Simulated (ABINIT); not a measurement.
# CdS (Hawleyite): a self-consistent loop beyond G0W0, cycle by cycle, part 2 of 2

Aim: iterate the self-energy on CdS (Hawleyite) and follow the gap from cycle to cycle.

ABINIT 10.8.3; PBE and many-body steps on it, plane waves. Known limits of the many-body steps: not at the basis limit; no spin-orbit coupling; coarse k mesh.

So far. Step 3 (Screening, 4×4×4 mesh, 58 bands, screening to 106.1 eV): Local fields lower ε∞ by 6 %. On a Γ-centred mesh this coarse the value itself is usually too large, while a short band sum pulls it down. Step 4 (G0W0): The gap on the mesh goes from 1.14 eV to 2.03 eV, a correction of +0.89 eV.

### 5. evGW0, cycle 1

This step: evGW0 on PBE, plane waves, norm-conserving pseudopotentials.

run.abi reads:

```
acell 3*1.0 Angstrom
rprim 
  -0.000000000000 2.916500000000 2.916500000000
  2.916500000000 0.000000000000 2.916500000000
  2.916500000000 2.916500000000 -0.000000000000
ntypat 2
znucl 48 16
natom 2
typat 1 2
xred 
  0.000000000000 0.000000000000 0.000000000000
  0.250000000000 0.250000000000 0.250000000000
pp_dirpath "pseudos"
pseudos "Cd.upf, S.upf"
ecut 47
ngkpt 4 4 4
nshiftk 1
shiftk 0 0 0
kptopt 1
chksymbreak 0
istwfk *1
occopt 1
irdwfk 1
optdriver 4
nband 58
gwcalctyp 10
ecutsigx 47
symsigma 1
nkptgw 8
kptgw 
  0.0000000000 0.0000000000 0.0000000000
  0.2500000000 0.0000000000 0.0000000000
  0.5000000000 0.0000000000 0.0000000000
  0.2500000000 0.2500000000 0.0000000000
  0.5000000000 0.2500000000 0.0000000000
  -0.2500000000 0.2500000000 0.0000000000
  0.5000000000 0.5000000000 0.0000000000
  -0.2500000000 0.5000000000 0.2500000000
bdgw 
  6 23
  6 23
  6 23
  6 23
  6 23
  6 23
  6 23
  6 23
ecuteps 3.9
irdscr 1
ppmodel 1
indata_prefix "in"
outdata_prefix "out"
tmpdata_prefix "tmp"
```

Started as:

```
$ OMP_NUM_THREADS=1 mpirun -n 4 abinit run.abi > log
```

Numbers of over 12 decimals in the logs are rounded to 6 here.

The program printed:

```text
.Version 10.8.3 of ABINIT. v10.8.2 released Aug 2026.

 Symmetries : space group F-4 3 m (#216); Bravais cF (face-center cubic)
[... echo of the input left out ...]
== DATASET  1 ==================================================================
-   mpi_nproc: 4, omp_nthreads: 1 (-1 if OMP is not activated)

--- !DatasetInfo
iteration_state: {dtset: 1, }
dimensions: {natom: 2, nkpt: 8, mband: 58, nsppol: 1, nspinor: 1, nspden: 1, mpw: 5180, }
cutoff_energies: {ecut:  47.0, pawecutdg:  -1.0, }
electrons: {nelect:   2.60000000E+01, charge:   0.00000000E+00, occopt:   1.00000000E+00, tsmear:   1.00000000E-02, }

 SIGMA: Calculation of the GW corrections

 Based on a program developped by R.W. Godby, V. Olevano, G. Onida, and L. Reining.
 Incorporated in ABINIT by V. Olevano, G.-M. Rignanese, and M. Torrent.
.Using double precision arithmetic ; gwpc =  8

[... cell and pseudopotentials left out ...]
--------------------------------------------------------------------------------

 ==== K-mesh for the wavefunctions ====
 Number of points in the irreducible wedge :     8
[... list of points left out ...]
 Together with 24 symmetry operations and time-reversal symmetry
 yields    64 points in the full Brillouin Zone.

 ==== Q-mesh for screening function ====
 Number of points in the irreducible wedge :     8
[... list of points left out ...]
 Together with 24 symmetry operations and time-reversal symmetry
 yields    64 points in the full Brillouin Zone.

 vcoul_init : cutoff-mode = AUXILIARY_FUNCTION
 q-points for optical limit:   1
     1)      0.000010    0.000020    0.000030
 setmesh: FFT mesh size selected  =    50x   50x   50
          total number of points  =       125000

 Number of electrons calculated from density =   26.0000; Expected =   26.0000
[...]
spin       : 1
KS_gap     :    5.434
QP_gap     :    6.276
Delta_QP_KS:    0.842
data: !SigmaeeData |
     Band     E_DFT   <VxcDFT>   E(N-1)  <Hhartree>   SigX  SigC[E(N-1)]    Z     dSigC/dE  Sig[E(N)]  DeltaE  E(N)_pert E(N)_diago
[...]
--- !SelfEnergy_ee
iteration_state: {dtset: 1, }
kpoint     : [  -0.250,    0.500,    0.250, ]
spin       : 1
KS_gap     :    7.608
QP_gap     :    9.293
Delta_QP_KS:    1.685
data: !SigmaeeData |
     Band     E_DFT   <VxcDFT>   E(N-1)  <Hhartree>   SigX  SigC[E(N-1)]    Z     dSigC/dE  Sig[E(N)]  DeltaE  E(N)_pert E(N)_diago
[...]
22    20.101   -10.020    20.101    30.121    -3.597    -5.596     0.746    -0.340    -9.403     0.617    20.718    20.928
       23    22.142   -10.203    22.142    32.345    -3.714    -5.939     0.716    -0.396    -9.809     0.394    22.536    22.692

 New Fermi energy :        1.811467E-01 Ha ,    4.929253E+00 eV

 === QP Band Gaps ===
  >>>> For spin  1
   Minimum direct gap =   2.2601 [eV], located at k-point      :   0.0000  0.0000  0.0000
   Fundamental gap    =   2.2601 [eV], Top of valence bands at :   0.0000  0.0000  0.0000
                                       Bottom of conduction at :   0.0000  0.0000  0.0000

 writing QP data on file : out_QPS

 Convergence of QP corrections
 >>>>> For spin  1 <<<<<
.  kptgw no:  1; Maximum DeltaE = (   0.000   0.000) for band index:  5
.  kptgw no:  2; Maximum DeltaE = (   0.138  -0.002) for band index:  4
.  kptgw no:  3; Maximum DeltaE = (   0.410  -0.006) for band index:  4
[...]
.  kptgw no:  7; Maximum DeltaE = (   0.616   0.001) for band index:  1
.  kptgw no:  8; Maximum DeltaE = (   0.610  -0.006) for band index:  4

== END DATASET(S) ==============================================================
================================================================================

 -outvars: echo values of variables after computation  --------
           etotal      0.0000000000E+00
            nband          58
             nkpt           8
          spgroup         216
 [... the other variables as echoed above ...]

 Calculation completed.
```

Elapsed: 3 min, on 4 MPI ranks of Intel Xeon at 2.80GHz (Skylake/Cascade Lake), shared host; peak memory 1.9 GiB.

Numbers from this step:

- quasiparticle gap on the mesh: 2.260 eV
- gap of the density functional on the mesh: 1.145 eV
- k of the valence top: 0, 0, 0
- k of the conduction bottom: 0, 0, 0
- Z at the valence top: 0.783
- Z at the conduction bottom: 0.814
- least direct quasiparticle gap on the computed points: 2.260 eV

Against G0W0 in ABINIT (4×4×4 mesh, 58 bands, screening to 106.1 eV, Godby-Needs plasmon pole), the gap moves by +0.225 eV. This first cycle still uses the starting levels; it takes the full correction, at all points of the mesh, and its linearised value is 2.035 eV.

### 6. evGW0, cycle 2

The corrected levels of the last cycle go back in.

run.abi, as its differences from that of step 5:

```diff
@@ -50,2 +50,3 @@
 ppmodel 1
+irdqps 1
 indata_prefix "in"
```

The program printed:

```text
.Version 10.8.3 of ABINIT. v10.8.2 released Aug 2026.

 Symmetries : space group F-4 3 m (#216); Bravais cF (face-center cubic)
[... echo of the input left out ...]
== DATASET  1 ==================================================================
-   mpi_nproc: 4, omp_nthreads: 1 (-1 if OMP is not activated)

--- !DatasetInfo
iteration_state: {dtset: 1, }
dimensions: {natom: 2, nkpt: 8, mband: 58, nsppol: 1, nspinor: 1, nspden: 1, mpw: 5180, }
cutoff_energies: {ecut:  47.0, pawecutdg:  -1.0, }
[...]
.  kptgw no:  3; Maximum DeltaE = (  -0.052   0.000) for band index: 14
[...]
.  kptgw no:  7; Maximum DeltaE = (  -0.071   0.000) for band index: 15
.  kptgw no:  8; Maximum DeltaE = (  -0.025  -0.000) for band index: 16

== END DATASET(S) ==============================================================
================================================================================

 -outvars: echo values of variables after computation  --------
           etotal      0.0000000000E+00
            nband          58
             nkpt           8
          spgroup         216
 [... the other variables as echoed above ...]

 Calculation completed.
```

The job ended after 2.5 h (4 MPI ranks; peak memory 1.9 GiB).

Numbers from this step:

```
quasiparticle gap on the mesh                         : 2.171 eV
gap of the density functional on the mesh             : 1.145 eV
k of the valence top                                  : 0, 0, 0
k of the conduction bottom                            : 0, 0, 0
least direct quasiparticle gap on the computed points : 2.171 eV
```

Against the cycle before, the gap moves by −0.089 eV.

### 7. Side by side

Times are wall times on 4 MPI ranks of Intel Xeon at 2.80GHz (Skylake/Cascade Lake), shared host, good to a factor of about two. A run's time includes the screening step that it read.

```csv
run,mesh,bands,screening cutoff (eV),DFT gap (eV),gap on the mesh (eV),direct (eV),ε∞ used,time
G0W0,4×4×4,58,106.1,1.145,2.035,2.035,11.05,1.7 min
"evGW0, cycle 1",4×4×4,58,106.1,1.145,2.260,2.260,11.05,4.3 min
"evGW0, cycle 2",4×4×4,58,106.1,1.145,2.171,2.171,11.05,2.5 h
```

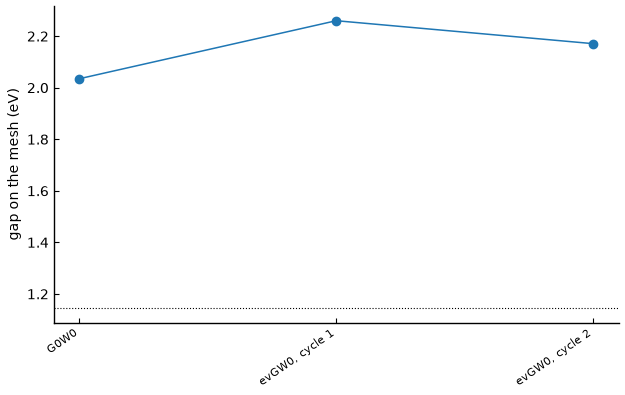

The gap through the cycles; the dotted line is the starting gap.

### 8. Summary of results

```
G0W0           : 2.035 eV
evGW0, cycle 1 : 2.260 eV
evGW0, cycle 2 : 2.171 eV
known limits   : not at the basis limit; no spin-orbit coupling; coarse k mesh
```

Only the bands that the input lists are updated; the others, empty or deep, keep the functional's energies or take a rigid shift. evGW0 ends at 2.17 eV, +0.14 eV from G0W0, after 2 cycles that took 2.5 h beside the first screening; the last moved the gap by 0.089 eV, so the loop had not settled. The first cycle of evGW0 takes the full correction, without the factor Z, so it overshoots the one-shot value. Against experiment, by evGW0, cycle 2: the gap of 2.17 eV lies −0.25 eV from the measured 2.42 eV (optical, 1995). An exciton line or allowed optical edge lies below the quasiparticle gap by the binding energy; a forbidden edge can push the onset above it. These are gaps on the mesh, at modest bands and cutoff. The calculation has static nuclei and no excitons; a measured gap holds zero-point and thermal motion, which mostly lowers it. Bands and cutoff are finite, so the gap is not at the basis limit. The miss can reach some tenths of an eV and take either sign; the mesh is an error of its own. The 4×4×4 mesh is coarse for this cell, which bears on the long-range parts of exchange and screening. The many-body steps are scalar-relativistic: spin-orbit coupling is not in them.

[Paths, hosts, dates, memory and timing lines, banners, echoed tables and standing remarks are left out of the program output.]

[Logs are printed without paths, hosts, clocks, repeated set-up lines and the standing remarks that a program may print on its own settings, such as how far it seeks lower states.]

[Runs of the session that timed out or met a known fault of the program may be left out.]

[Hosts, paths, dates, database ids (printed as entryN), source tags and the programs' standing remarks are cut or masked in the printed files.]

[G0W0 gaps are taken among the corrected bands and points alone; a level outside them can change the order at an edge.]

[Where Ansatz stands beside ABINIT at settings called matched, ABINIT's density can come from a denser mesh and the files from another edition; pairs whose starting gaps differed by over 0.03 eV were left out, so agreement reads better than it is.]
